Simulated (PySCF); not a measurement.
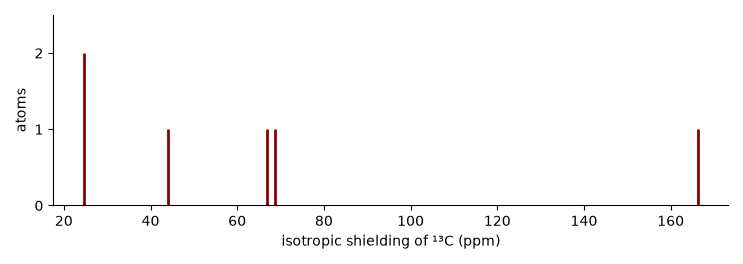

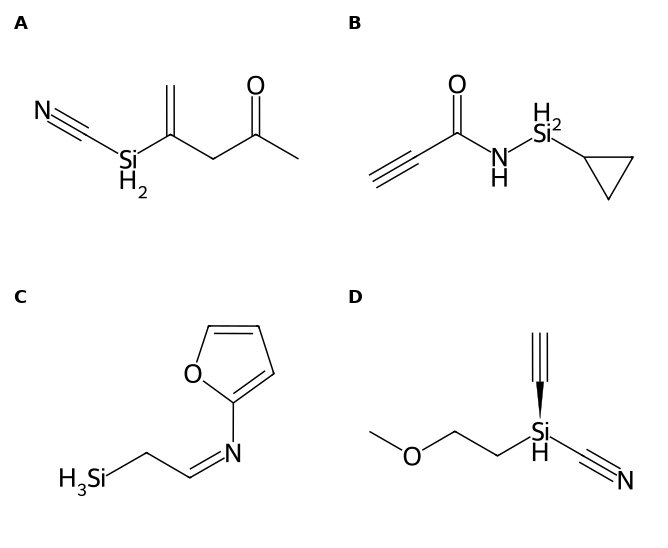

The sticks are computed shieldings of one of the molecules, for one fixed geometry (GFN2-xTB) without averaging over rotations. Low shielding means a high chemical shift. Method: GIAO PBE0/pcSseg-1 NMR shielding, non-relativistic, gas phase (PySCF 2.14.0).

Question: Match the spectrum to a structure.

Answer: C, `[SiH3]C/C=N\c1ccco1`. Its 6 C atoms give lines at 24.6 (2 atoms), 44.0, 66.8, 68.8, 166.3 ppm.

The geometry is semi-empirical. Around Si such bond lengths and angles can be off by a tenth of an ångström or more and by several degrees, and values that hang on the shape move with them.
